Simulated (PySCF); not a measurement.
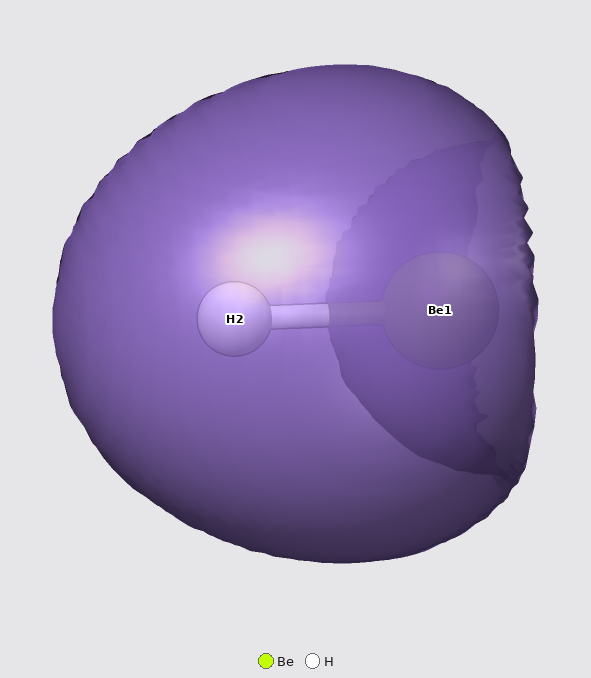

Figure. BeH (charge +1). Isosurface of the ELF at 0.85 (purple), seen from one side. Core shells and regions of very low density are left out.

Level of theory: PBE0/pcseg-2, non-relativistic, at a bond length of 1.322 Å (PySCF).

```yaml
atoms:
  - { symbol: Be, position_ang: [0.0000, 0.0000, -0.1330] }
  - { symbol: H, position_ang: [0.0000, 0.0000, 1.1890] }
```

Q: Where are the electrons localised?

A: The ELF exceeds this value in one region around a hydrogen nucleus.

Values along the shortest contacts:
Be–H (1.32 Å): the ELF climbs to about 1 towards the hydrogen.
